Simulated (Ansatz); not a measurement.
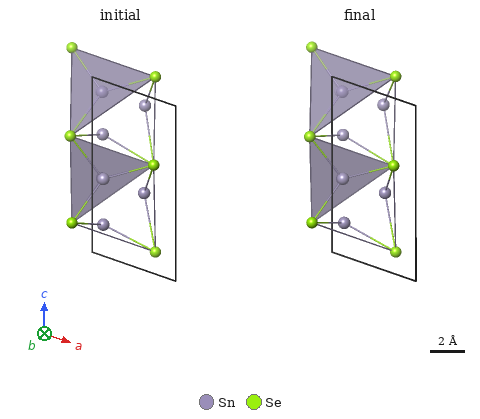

The structure of crystalline Sn4Se (a generated structure, set up in P1) (coarse preliminary run) before (left) and after (right) a relaxation, at one scale.

The picture is a polyhedral view of the cell of the calculation, reduced to other axes, seen along the b axis. Lengths and directions refer to the drawn axes.

Computed with Ansatz, DFT PBE, scalar-relativistic, plane waves, PAW.

Input file:
```yaml
crystal:
  lattice:
    - [0.0349447462, 4.3082254709, 4.30846998]
    - [4.4643078539, 4.3856640908, -0.0424938737]
    - [-4.2833150105, 8.632829212, -4.3597929962]
  atoms:
    - { symbol: Sn, position: [0.433464887, 0.4397320721, 0.6932864801] }
    - { symbol: Sn, position: [0.9358883471, 0.9303475115, 0.1789084409] }
    - { symbol: Sn, position: [0.1854583845, 0.1808965057, 0.9412895005] }
    - { symbol: Sn, position: [0.6880212607, 0.6887637747, 0.4406178487] }
    - { symbol: Sn, position: [0.6937893462, 0.1970600495, 0.9358531063] }
    - { symbol: Sn, position: [0.1741492134, 0.690807135, 0.4398751735] }
    - { symbol: Sn, position: [0.1849048762, 0.6929132857, 0.9343252913] }
    - { symbol: Sn, position: [0.6915519748, 0.1889633205, 0.4403273294] }
    - { symbol: Se, position: [0.150184887, 0.1115489195, 0.6190855601] }
    - { symbol: Se, position: [0.6125868231, 0.6289674256, 0.1264312692] }
basis:
  ecutwfc: 420
kpoints:
  mp_grid: { grid: [6, 6, 6] }
hamiltonian:
  xc: pbe
scf:
  occupations: { method: gaussian, width: 0.2 }
  lower_state_search: "off"
output:
  forces: true
  stress: true
  eigenvalues: true
relax:
  adjacent_minimum: "off"
  f_tol: 0.025
  max_steps: 60
  cell: { stress_tol: 0.25 }
```

Command:
```bash
ansatz run input.yaml --threads 1 --pin off --max-ram 2560MiB --backend cpu --events-out ev --progress --plain --runs-dir out
```

Question: Summarise the run.

Answer: The run was cut off at its time limit before the relaxation converged, so the last structure is only a point on the way. After 1 geometry step the energy has fallen by 9.3 meV per atom. The largest force component goes from 0.44 to 0.35 eV/Å. Pressure: 0.49 GPa at the start and −0.02 GPa at the end. The largest move relative to the cell is that of Sn2, 0.11 Å along [3 2 3]. By element the largest moves are Sn 0.11 Å, Se 0.06 Å. The drawn cell changes as follows: a 6.093 → 6.124 Å (+0.5 %), b 6.209 → 6.240 Å (+0.5 %), c 10.577 → 10.603 Å (+0.2 %), α 90.6° → 90.7°, γ 118.9° → 119.0°; the volume changes by +1.1 %. Some distances before and after: Sn3–Se9 3.634 → 3.742 Å, Sn4–Se9 3.475 → 3.389 Å, Sn5–Se9 3.677 → 3.762 Å, Sn1–Se9 3.743 → 3.821 Å. The space group stays P1 (No. 1). Cost: 9.4 min on 1 thread of Intel(R) Xeon(R) Platinum 8375C CPU @ 2.90GHz (Ice Lake), on a shared host, peak memory 2.1 GiB.
